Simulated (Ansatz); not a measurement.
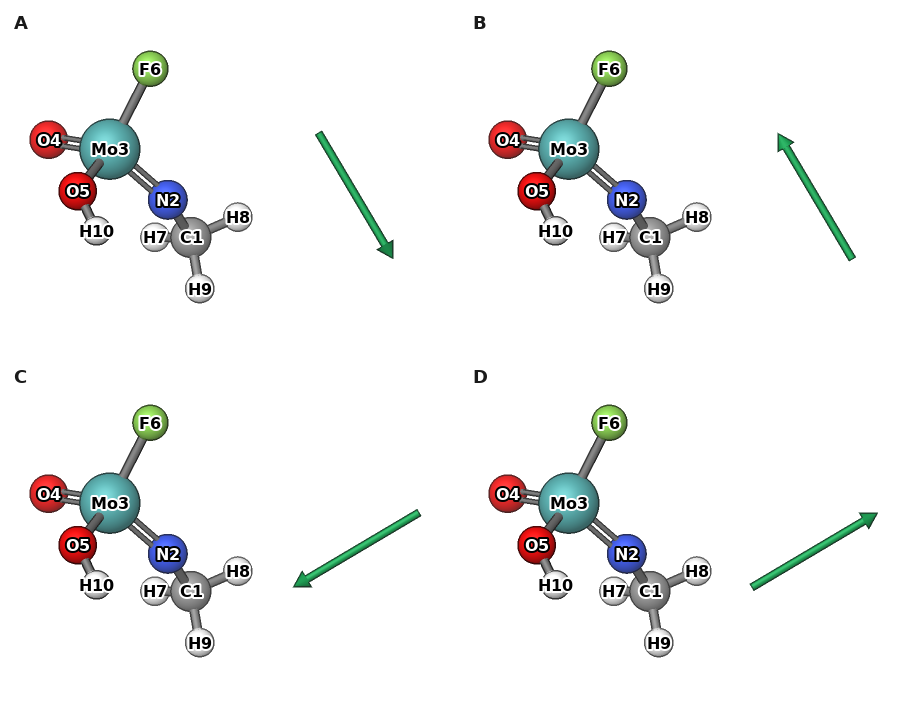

The same molecule four times, each with an arrow. Charge 0, singlet. The computed structure is the end point of a PBE0-D4/def2-TZVP optimisation. Properties computed with RKS PBE-D4/def2-TZVPP, core potentials on Mo (Ansatz 0.2.0).

### Which arrow points along the dipole moment, from the negative to the positive end?

A. The dipole moment is 3.63 D; it points from the side of F6 to the side of H9 (the outermost atoms at the two ends).
